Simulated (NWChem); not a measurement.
**Energy and gradient calculation, with input and output: CHBrClF (part 1 of 2)**

System: CHBrClF, SMILES FC(Cl)Br.
Method: HF/3-21G, RHF (NWChem 7.3.0).

The geometry comes from this level: PBE0-D4/def2-TZVP.

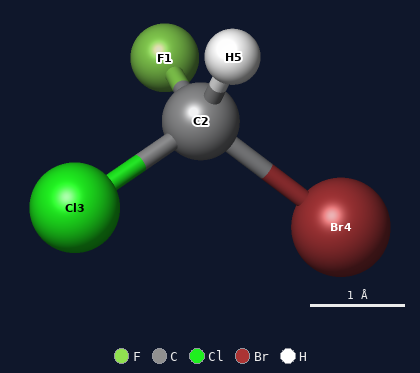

Figure 1. The structure as given in the input (ball-and-stick view, seen at a tilt; atoms are numbered from 1 in the order of the input). Bond lengths as drawn: Br–C 1.93 Å, C–Cl 1.75 Å, C–F 1.34 Å and C–H 1.09 Å.

**Input**
```
start chbrclf
memory 2200 mb
charge 0
geometry noautosym nocenter noautoz
 F    -0.468900    0.166900    1.292700
 C     0.049600    0.103800    0.059700
 Cl    1.396100   -1.018300    0.038800
 Br   -1.333700   -0.411000   -1.190000
 H     0.406800    1.084900   -0.242500
end
basis spherical bse
 * library 3-21G
end
scf
 thresh 1e-08
 maxiter 80
end
task scf gradient
```

Launched with:
```bash
nwchem chbrclf.nw > chbrclf.out
```

**The program's output**
```
Northwest Computational Chemistry Package (NWChem) 7.3.0
             --------------------------------------------------------

           Job information
           ---------------

    nwchem branch   = 7.3.0
    use scalapack   = T
    input           = chbrclf.nw
    prefix          = chbrclf.
    data base       = ./chbrclf.db
    status          = startup
    nproc           =        1

           Memory information
           ------------------

    heap     =     72089594 doubles =      550.0 Mbytes
    stack    =     72089599 doubles =      550.0 Mbytes
    global   =    144179200 doubles =     1100.0 Mbytes (distinct from heap & stack)
    total    =    288358393 doubles =     2200.0 Mbytes
    verify   = yes
    hardfail = no

           Directory information
           ---------------------

  0 permanent = .
  0 scratch   = .

                                NWChem Input Module
                                -------------------

 Scaling coordinates for geometry "geometry" by  1.889725989
 (inverse scale =  0.529177249)

                             Geometry "geometry" -> ""
                             -------------------------

 Output coordinates in angstroms (scale by  1.889725989 to convert to a.u.)

  No.       Tag          Charge          X              Y              Z
 ---- ---------------- ---------- -------------- -------------- --------------
    1 F                    9.0000    -0.46890000     0.16690000     1.29270000
    2 C                    6.0000     0.04960000     0.10380000     0.05970000
    3 Cl                  17.0000     1.39610000    -1.01830000     0.03880000
    4 Br                  35.0000    -1.33370000    -0.41100000    -1.19000000
    5 H                    1.0000     0.40680000     1.08490000    -0.24250000

      Atomic Mass
      -----------

      F                 18.998400
      C                 12.000000
      Cl                34.968850
      Br                79.916500
      H                  1.007825

 Effective nuclear repulsion energy (a.u.)     323.0775328950

            Nuclear Dipole moment (a.u.)
            ----------------------------
        X                 Y               Z
 ---------------- ---------------- ----------------
   -50.0049842468   -53.8313014285   -55.2563437965

            XYZ format geometry
            -------------------
     5
 geometry
 F                    -0.46890000     0.16690000     1.29270000
 C                     0.04960000     0.10380000     0.05970000
 Cl                    1.39610000    -1.01830000     0.03880000
 Br                   -1.33370000    -0.41100000    -1.19000000
 H                     0.40680000     1.08490000    -0.24250000

 ==============================================================================
                                internuclear distances
 ------------------------------------------------------------------------------
       center one      |      center two      | atomic units |  angstroms
 ------------------------------------------------------------------------------
    2 C                |   1 F                |     2.53048  |     1.33907
    3 Cl               |   2 C                |     3.31247  |     1.75289
    4 Br               |   2 C                |     3.65470  |     1.93398
    5 H                |   2 C                |     2.05405  |     1.08696
 ------------------------------------------------------------------------------
                         number of included internuclear distances:          4
 ==============================================================================

 ==============================================================================
                                 internuclear angles
 ------------------------------------------------------------------------------
        center 1       |       center 2       |       center 3       |  degrees
 ------------------------------------------------------------------------------
    1 F                |   2 C                |   3 Cl               |   109.79
    1 F                |   2 C                |   4 Br               |   109.30
    1 F                |   2 C                |   5 H                |   109.92
    3 Cl               |   2 C                |   4 Br               |   111.80
    3 Cl               |   2 C                |   5 H                |   108.79
    4 Br               |   2 C                |   5 H                |   107.20
 ------------------------------------------------------------------------------
                            number of included internuclear angles:          6
 ==============================================================================

 Summary of "ao basis" -> "" (spherical)
 ------------------------------------------------------------------------------
       Tag                 Description            Shells   Functions and Types
 ---------------- ------------------------------  ------  ---------------------
 *                           3-21G                    on all atoms

                      Basis "ao basis" -> "ao basis" (spherical)
                      -----
  [basis functions not shown]

 Summary of "ao basis" -> "ao basis" (spherical)
 ------------------------------------------------------------------------------
       Tag                 Description            Shells   Functions and Types
 ---------------- ------------------------------  ------  ---------------------
 F                           3-21G                   5        9   3s2p
 C                           3-21G                   5        9   3s2p
 Cl                          3-21G                   7       13   4s3p
 Br                          3-21G                  10       22   5s4p1d
 H                           3-21G                   2        2   2s

                                 NWChem SCF Module
                                 -----------------

  ao basis        = "ao basis"
  functions       =    55
  atoms           =     5
  closed shells   =    34
  open shells     =     0
  charge          =   0.00
  wavefunction    = RHF
  input vectors   = atomic
  output vectors  = ./chbrclf.movecs
  use symmetry    = F
  symmetry adapt  = F

 Summary of "ao basis" -> "ao basis" (spherical)
 ------------------------------------------------------------------------------
       Tag                 Description            Shells   Functions and Types
 ---------------- ------------------------------  ------  ---------------------
 F                           3-21G                   5        9   3s2p
 C                           3-21G                   5        9   3s2p
 Cl                          3-21G                   7       13   4s3p
 Br                          3-21G                  10       22   5s4p1d
 H                           3-21G                   2        2   2s

 Forming initial guess at       0.0s

      Superposition of Atomic Density Guess
      -------------------------------------

 Sum of atomic energies:       -3154.14412416

      Non-variational initial energy
      ------------------------------

 Total energy =   -3155.163921
 1-e energy   =   -5037.436426
 2-e energy   =    1559.194972
 HOMO         =      -0.344997
 LUMO         =       0.075712

 Starting SCF solution at       0.1s

 ----------------------------------------------
         Quadratically convergent ROHF

 Convergence threshold     :          1.000E-08
 Maximum no. of iterations :           80
 Final Fock-matrix accuracy:          1.000E-10
 ----------------------------------------------

              iter       energy          gnorm     gmax       time
             ----- ------------------- --------- --------- --------
                 1    -3154.3129824164  1.25D+00  3.75D-01      0.2
                 2    -3154.4352579616  2.42D-01  6.86D-02      0.3
                 3    -3154.4417166644  1.95D-02  5.46D-03      0.6
                 4    -3154.4417681677  1.20D-04  4.02D-05      0.9
                 5    -3154.4417681709  8.83D-09  2.83D-09      1.6

       Final RHF  results
       ------------------

         Total SCF energy =  -3154.441768170885
      One-electron energy =  -5036.369756514181
      Two-electron energy =   1558.850455448258
 Nuclear repulsion energy =    323.077532895038

        Time for solution =      1.5s

             Final eigenvalues
             -----------------

              1
    1 -486.8051
    2 -104.1305
    3  -64.8137
    4  -58.0022
    5  -58.0001
    6  -58.0000
    7  -26.2075
    8  -11.4034
    9  -10.5295
   10   -9.8069
   11   -7.9934
   12   -7.9883
   13   -7.9882
   14   -7.3894
   15   -7.3776
   16   -7.3775
   17   -3.1191
   18   -3.1140
   19   -3.1139
   20   -3.1008
   21   -3.1008
   22   -1.6601
   23   -1.1978
   24   -1.0605
   25   -0.9026
   26   -0.7708
   27   -0.7253
   28   -0.7069
   29   -0.5848
   30   -0.5402
   31   -0.4955
   32   -0.4663
   33   -0.4351
   34   -0.4268
   35    0.1145
   36    0.1978
   37    0.2615
   38    0.3339
   39    0.6580
   40    0.7482
   41    0.7754
   42    0.7858
   43    0.7963
   44    0.8333

                       ROHF Final Molecular Orbital Analysis
                       -------------------------------------

 Vector   23  Occ=2.000000D+00  E=-1.197807D+00
              MO Center=  7.5D-01, -5.7D-01, -2.2D-02, r^2= 1.5D+00
   Bfn.  Coefficient  Atom+Function         Bfn.  Coefficient  Atom+Function
  ----- ------------  ---------------      ----- ------------  ---------------
    24      0.477970  3 Cl s                 20     -0.364474  3 Cl s
    15      0.356029  2 C  s                 28      0.283980  3 Cl s
     6     -0.206753  1 F  s

 Vector   24  Occ=2.000000D+00  E=-1.060451D+00
              MO Center= -5.5D-01, -3.7D-01, -6.7D-01, r^2= 2.4D+00
   Bfn.  Coefficient  Atom+Function         Bfn.  Coefficient  Atom+Function
  ----- ------------  ---------------      ----- ------------  ---------------
    45      0.466509  4 Br s                 41      0.346425  4 Br s
    37     -0.314479  4 Br s                 24     -0.269207  3 Cl s
    28     -0.256916  3 Cl s                 20      0.215774  3 Cl s
    15      0.214230  2 C  s

 Vector   25  Occ=2.000000D+00  E=-9.025958D-01
              MO Center= -1.3D-01,  7.9D-03,  5.5D-02, r^2= 2.8D+00
   Bfn.  Coefficient  Atom+Function         Bfn.  Coefficient  Atom+Function
  ----- ------------  ---------------      ----- ------------  ---------------
    15      0.479008  2 C  s                 45     -0.365586  4 Br s
    28     -0.260665  3 Cl s                  6     -0.247349  1 F  s
    24     -0.197815  3 Cl s                 37      0.191536  4 Br s
    41     -0.191304  4 Br s                  9     -0.177408  1 F  pz
     5     -0.175475  1 F  pz                20      0.162685  3 Cl s

 Vector   26  Occ=2.000000D+00  E=-7.707845D-01
              MO Center= -1.8D-01,  2.1D-01,  7.3D-01, r^2= 1.4D+00
   Bfn.  Coefficient  Atom+Function         Bfn.  Coefficient  Atom+Function
  ----- ------------  ---------------      ----- ------------  ---------------
     8      0.305530  1 F  py                 4      0.300832  1 F  py
     9      0.256393  1 F  pz                 5      0.234902  1 F  pz
    17      0.234936  2 C  py                13      0.211802  2 C  py
     6      0.167818  1 F  s                 14     -0.166961  2 C  pz
```
